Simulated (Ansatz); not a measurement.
Cs2KVN6 (Fm-3m, No. 225): the geometry relaxed with Ansatz, DFT, PAW plane waves, r2scan; the starting structure was generated, so it need not be a known form of this composition.

Space group Fm-3m (No. 225). a = 9.290 Å, b = 9.290 Å, c = 9.290 Å, α = 90.00°, β = 90.00°, γ = 90.00°
```csv
atom,site,symmetry,x,y,z
N,24e,4m.m,0.1987,0.0000,0.0000
K,4b,m-3m,0.5000,0.0000,0.0000
V,4a,m-3m,0.0000,0.0000,0.0000
Cs,8c,-43m,0.2500,0.7500,0.7500
```

Q: What will a dark-field STEM-like image along [111] show? Simulation: incoherent imaging, intensity Z^1.8 per atom, probe width 0.74 Å, thin sample. The display is stretched by a gamma of 0.65; percentages refer to the linear signal. A slight drift was added.

A: The columns repeat on a hexagonal net with a repeat of 3.79 Å (plane group p6mm). The brightest columns hold 2 Cs + 1 V + 1 K per repeat. The N columns make no clear peak of their own: they are too faint or too near a brighter column. The shortest distance between visible columns is 3.79 Å in projection (between 2 Cs + V + K columns). Along the beam the structure repeats every 16.09 Å.

```tsv
column	atoms along the beam per repeat	peak brightness
2 Cs + V + K	2 Cs, 1 V, 1 K	100 %
N	1 N	<5 %
```

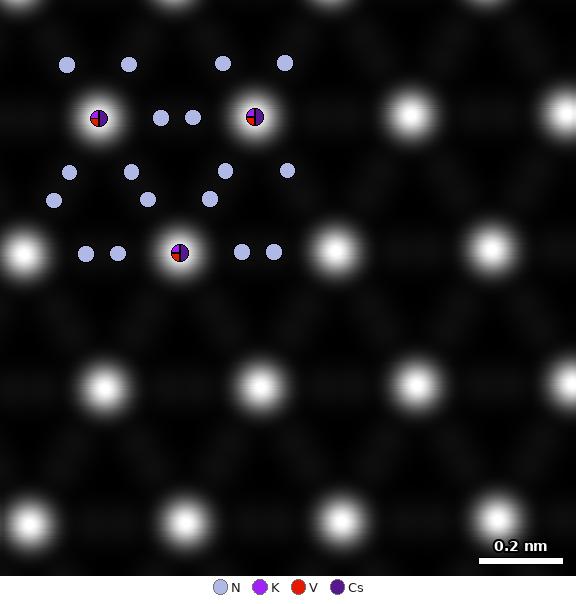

The simulated image, with the columns of the model marked in one corner.
